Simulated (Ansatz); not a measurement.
Reaction (SMILES): [CH] (CH) → CH+ (singlet, bonded as [CH]) + e-
B3LYP-D3(BJ)/def2-TZVP geometries, fixed; electronic energies without zero-point terms.

Basis-set convergence of the adiabatic ionisation energy at PBE0 with Ansatz (a program for electronic structure). Cartesian d functions, on some or all atoms, in 6-31G*; all else is spherical. The program fits the integrals of some runs and decomposes those of others, by size. An unrestricted PBE0 determinant is markedly spin-contaminated. Open shells are unrestricted. No added dispersion term, no relativity. Functions are those of the species that has most. Reference: the value in aug-cc-pV5Z, 11.008 eV. Deviations are taken from unrounded values.

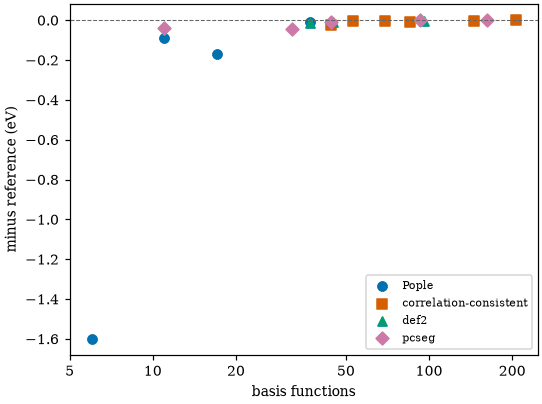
*Deviation from the reference against the number of basis functions, by family of sets.*

```tsv
basis	functions	adiabatic ionisation energy (eV)	minus reference (eV)
STO-3G	6	9.409	-1.599
3-21G	11	10.920	-0.088
pcseg-0	11	10.967	-0.040
6-31G*	17	10.838	-0.170
aug-pcseg-1	32	10.966	-0.041
6-311++G(2d,2p)	37	10.998	-0.010
def2-TZVP	37	10.995	-0.013
cc-pVTZ	44	10.984	-0.024
pcseg-2	44	10.998	-0.010
def2-TZVPP	45	10.999	-0.009
jun-cc-pV(T+d)Z	53	11.005	-0.002
aug-cc-pVTZ	69	11.004	-0.004
cc-pVQZ	85	10.997	-0.010
pcseg-3	93	11.008	0.000
def2-QZVPPD	96	11.006	-0.002
cc-pV5Z	146	11.005	-0.003
pcseg-4	162	11.008	0.000
aug-cc-pV5Z	207	11.008	0.000
```
